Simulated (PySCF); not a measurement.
CH8NPSi2 (SMILES C=PN([SiH3])[SiH3])

The calculation's input:

```
{"job": {"kind": "uv", "xc": "CAM-B3LYP", "basis": "def2-SVPD", "nstates": 8, "ntriplets": 3}, "charge": 0, "multiplicity": 1}
C      2.329198    -0.039641    -1.015483
P      1.177620     1.138630    -0.782026
N     -0.224344     0.341936    -0.222209
Si    -0.476882    -1.384758    -0.322062
Si    -1.433462     1.365477     0.537557
H      2.206976    -1.090617    -0.820878
H      3.286161     0.274895    -1.396110
H     -1.896409    -1.597465    -0.063829
H      0.335701    -2.054187     0.696692
H     -0.110438    -1.802559    -1.673812
H     -0.956541     2.737700     0.406778
H     -1.542844     0.958533     1.939254
H     -2.699123     1.152543    -0.162849
```

Command:

```sh
OMP_NUM_THREADS=1 python probes_run.py task.json out
```

Geometry: GFN2-xTB.

These are results of CAM-B3LYP/def2-SVPD, SCF density, gas phase in PySCF, not measurements.

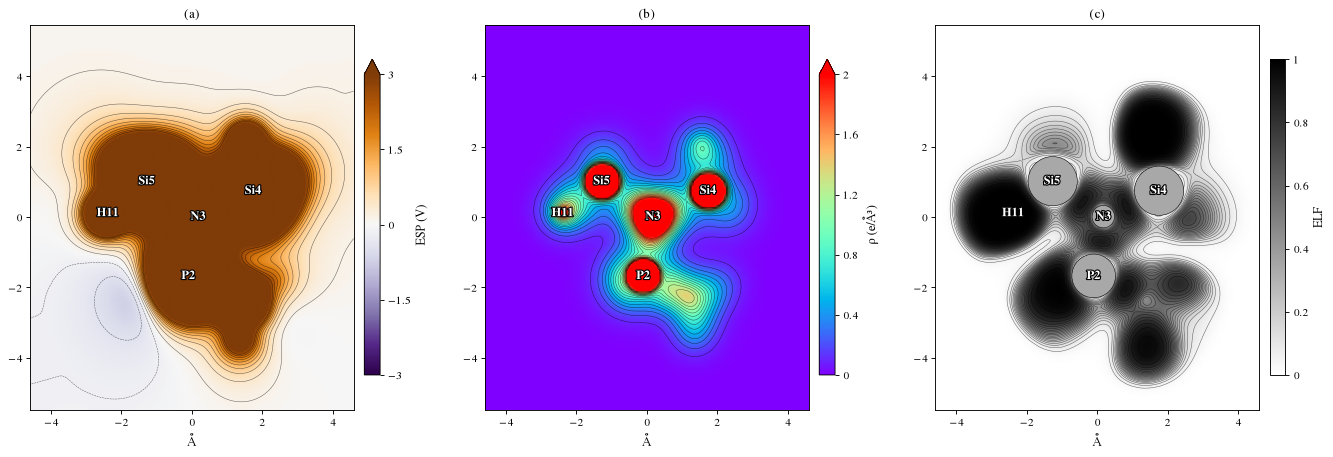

Figure 1. (a) electrostatic potential; (b) total electron density; (c) electron localisation function on the plane of atoms Si4, N3 and Si5. Grey discs cover the atomic cores in the ELF map.

Question: Describe what can be read from this map.

Answer:
- The plane passes through P, N, Si and H nuclei.
- P–N (1.71 Å): the density is about 1.3 e/Å³ at the midpoint; the ELF peaks at about 0.90 between the atoms (a shared but strongly polarised pair).
- Si–N (1.75 Å): ρ is about 1 e/Å³ halfway; the ELF peaks at about 0.90 between the atoms: a shared but strongly polarised pair.
- Si–H (1.46 Å): ρ is about 0.81 e/Å³ halfway; the ELF climbs to about 1 towards the hydrogen, as it does in any bond to H.
- The ELF also peaks beside P2, away from the bonds: lone-pair regions.
- Outside the dense part of the molecule the potential is most negative (−0.7 V) near P2.

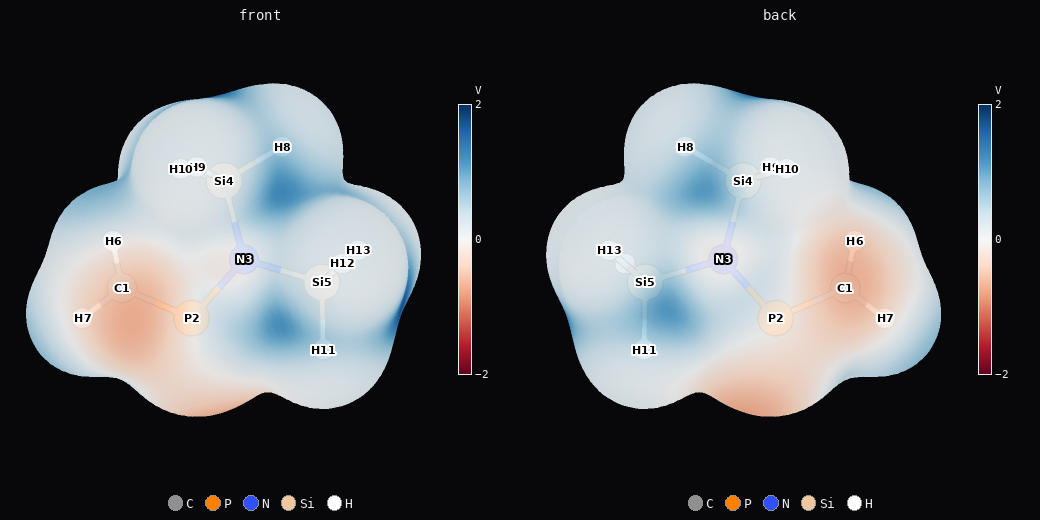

Figure 2. The molecular electrostatic potential painted on the density surface at 0.002 e/bohr³, seen from the front and from behind; red is negative and blue positive.

Question: Describe the electrostatic potential map.

Answer: The most negative region (about −0.7 V) lies over C1 and P2, the most positive (about +1.6 V) over Si4 and Si5.
